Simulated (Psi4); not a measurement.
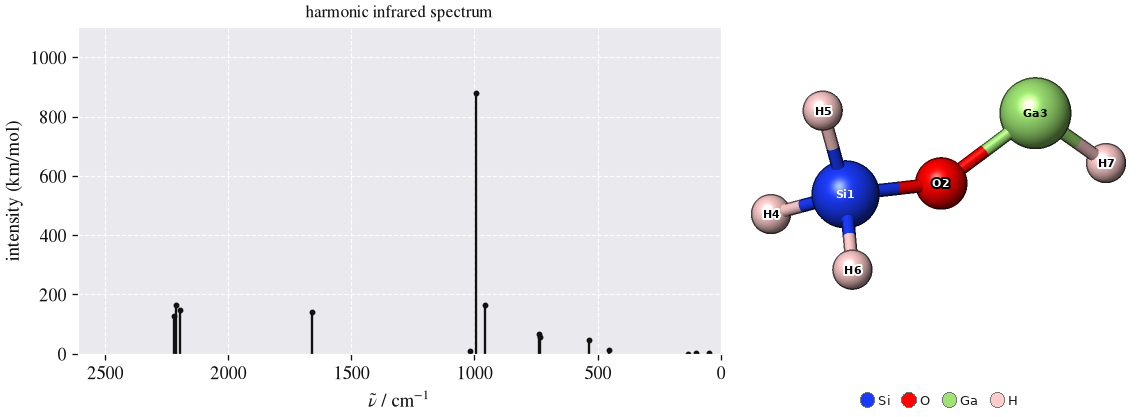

Infrared spectrum of GaSiH₄O, SMILES [SiH3][O][GaH], doublet. Unscaled harmonic wavenumbers and double-harmonic intensities, B3LYP/def2-SVP (dispersion D3(BJ)), Psi4 1.11, at a geometry relaxed at this level, isolated molecule. Modes within 2 cm⁻¹ of each other count as one line, with their intensities summed.

Question: Which is the highest mode?

Answer: 2218.5 cm⁻¹ (127.9 km/mol).

Question: Which lines are the most intense?

Answer: 993.6 cm⁻¹ (881.2 km/mol), 2213.2 cm⁻¹ (165.0 km/mol) and 958.6 cm⁻¹ (163.1 km/mol).

Question: List the modes.

Answer:
```
      cm⁻¹  km/mol
      48.2     2.2
     101.6     1.6
     133.4     0.0
     454.4    11.2
     533.3    47.0
     733.0    57.4
     736.8    65.6
958.6 (×2)   163.1
     993.6   881.2
    1018.9    10.2
    1660.3   141.3
    2196.3   148.2
    2213.2   165.0
    2218.5   127.9
```

Caveats: double-zeta basis.
